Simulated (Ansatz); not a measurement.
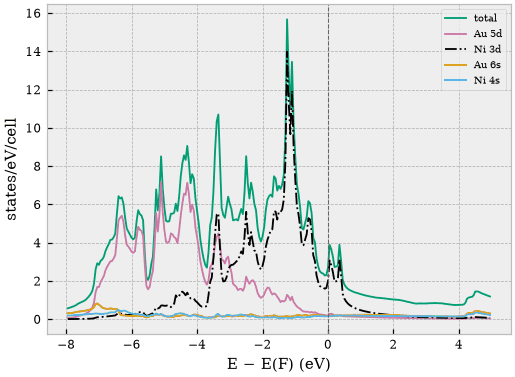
Figure. Total and projected density of states of NiAu in space group P4/nmm (No. 129; Au on 2c, Ni on 2c), plane-wave PAW r²SCAN (Ansatz code)

**Question.** Which orbitals carry the states next to the Fermi level?

**Answer.** Within 0.5 eV of the Fermi level: Ni 3d 74 %, Au 5d 8 %, Au 6s 6 %, Ni 4s 5 %, outside the projected shells 6 %. Projections are on Löwdin-orthogonalised atomic valence shells; empty p or d shells of many metals are not among them.

**Question.** Where is the tallest occupied peak in this window, and what makes it?

**Answer.** Near -1.2 eV, about 16 states/eV per cell; the largest projected share is Ni 3d.

The start of the workflow was typed in or built on a structure type; neither database checked (COD, Materials Project) lists it. Whether it is the stable phase at ambient conditions was not checked. The r²SCAN relaxation kept the symmetry of its start; its stability against distortions is not shown here. The final state is ferromagnetic, chosen from 2 collinear starts compared on coarse meshes (ties went to the first, and starts can fall back to one state), not a proven ground state. Other orbital occupations within this spin state were not tried. Scalar-relativistic: spin–orbit coupling is off unless named, which matters more the heavier the elements.

Potentials: the earlier of the program's two PAW sets.
